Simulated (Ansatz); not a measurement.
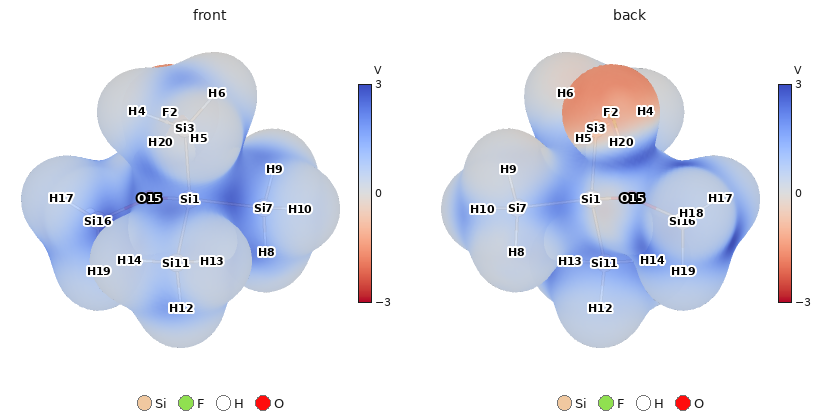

Figure 1: H$_{12}$OSi$_{5}$···HF. The electrostatic potential painted on the density surface at 0.004 e/bohr³, seen from the front and from behind; the colour scale runs from red (negative) to blue (positive).

Method: RHF/6-31G* (Ansatz 0.2.0).

The calculation's input:

```
crystal:
  periodic: [false, false, false]
  atoms:
    - { symbol: Si, position_ang: [-0.035582, -0.555771, -0.366164] }
    - { symbol: F, position_ang: [1.203864, 0.485529, 1.927513] }
    - { symbol: Si, position_ang: [2.170129, -0.197619, -1.132254] }
    - { symbol: H, position_ang: [2.827627, -1.507972, -1.336392] }
    - { symbol: H, position_ang: [2.081195, 0.470408, -2.450831] }
    - { symbol: H, position_ang: [3.006195, 0.621393, -0.23817] }
    - { symbol: Si, position_ang: [-1.279371, 1.412702, 0.027775] }
    - { symbol: H, position_ang: [-2.693018, 1.046553, 0.268212] }
    - { symbol: H, position_ang: [-0.813976, 2.248249, 1.148614] }
    - { symbol: H, position_ang: [-1.21908, 2.210033, -1.217489] }
    - { symbol: Si, position_ang: [-1.174203, -1.595973, -2.178662] }
    - { symbol: H, position_ang: [-2.539875, -2.011464, -1.788007] }
    - { symbol: H, position_ang: [-1.284238, -0.644239, -3.306275] }
    - { symbol: H, position_ang: [-0.450775, -2.7955, -2.658435] }
    - { symbol: O, position_ang: [-0.108355, -1.620554, 0.930268] }
    - { symbol: Si, position_ang: [-0.003641, -3.224943, 1.269345] }
    - { symbol: H, position_ang: [1.282426, -3.770981, 0.795632] }
    - { symbol: H, position_ang: [-0.092131, -3.391009, 2.729202] }
    - { symbol: H, position_ang: [-1.098449, -3.967343, 0.621779] }
    - { symbol: H, position_ang: [0.759357, -0.187002, 2.36324] }
basis:
  gaussian: { orbitals: "6-31G*" }
hamiltonian:
  xc: hf
relax:
  f_tol: 0.03
  max_steps: 50
output:
  orbitals: {}
```

Run with:

```sh
ansatz run input.yaml --threads 4 --pin off --max-ram 5120MiB --backend cpu --events-out ev --progress --plain --runs-dir out
```

The fields are those of the run's last geometry, not of the input's.

Which sites attract a positive test charge, and which a negative one?

A positive charge is drawn to the negative regions and a negative charge to the positive ones. The most negative region (about −1.6 V) lies over F2, the most positive (about +2.7 V) over Si1, Si16 and H20.
